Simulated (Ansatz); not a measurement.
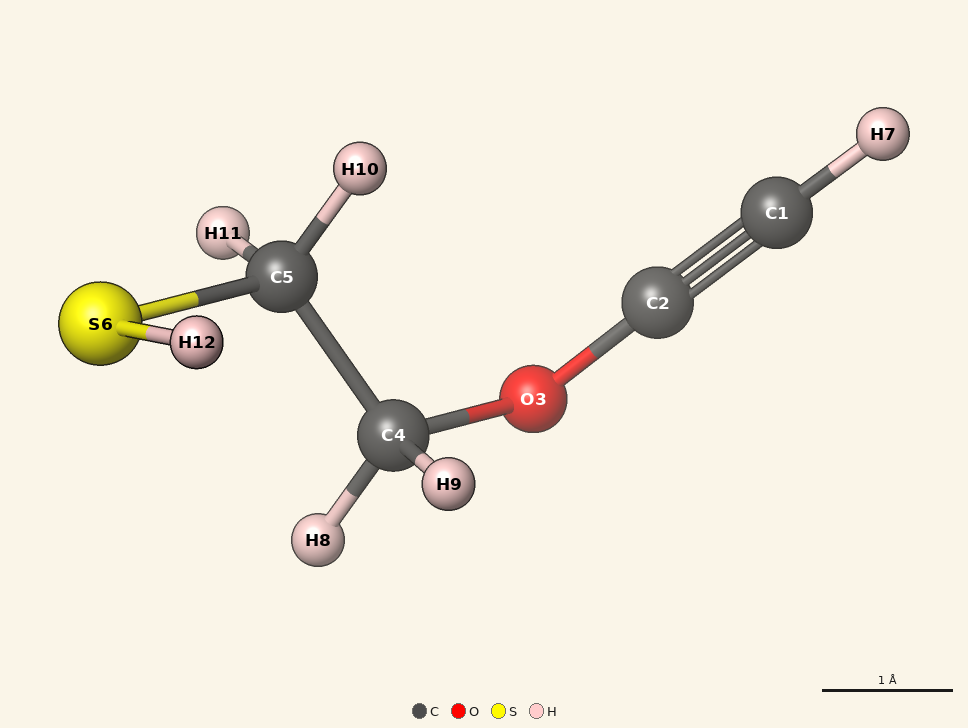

Orthographic view. Distant atoms are faded towards the background colour. The computed structure is the end point of a PBE-D4/def2-SVP optimisation. No frequency run is at hand to confirm it as a minimum.

List the bonded neighbours of every atom.

C1: C2, H7
C2: C1, O3
O3: C2, C4
C4: O3, C5, H8, H9
C5: C4, S6, H10, H11
S6: C5, H12
(terminal hydrogens appear only as neighbours)
